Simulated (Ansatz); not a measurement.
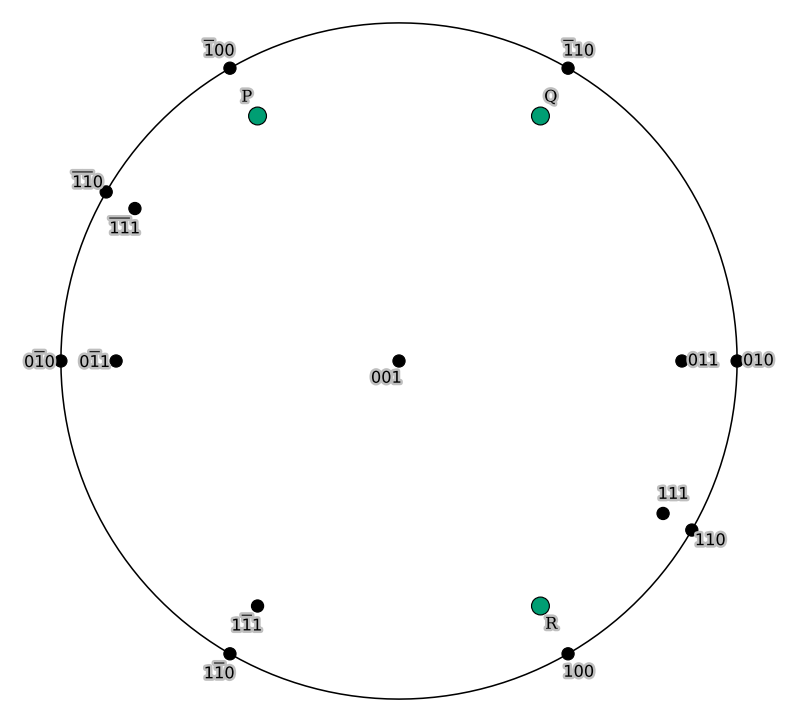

Crystal: WC2, the geometry relaxed with Ansatz 0.2.0, DFT PBE, scalar-relativistic, plane waves, PAW; the starting structure was generated, so it need not be a known form of this composition. Stereographic projection of plane normals (upper hemisphere) centred on (0 0 1). Symmetry computed with spglib at a tolerance of 0.002 Å; standard conventional cell.

a = 3.148 Å, b = 3.148 Å, c = 15.215 Å, α = 90.00°, β = 90.00°, γ = 120.00°.

### Index the poles marked P, Q, R.

P is (−1 0 1), in four indices (−1 0 1 1), 79.8° from the centre; Q is (−1 1 1), in four indices (−1 1 0 1), 79.8° from the centre; R is (1 0 1), in four indices (1 0 −1 1), 79.8° from the centre.

### What is the angle between the normals of (−1 0 1) and (0 1 0), and what are their d_hkl = 1/|g|?

119.5°; d = 2.684 Å and 2.727 Å.
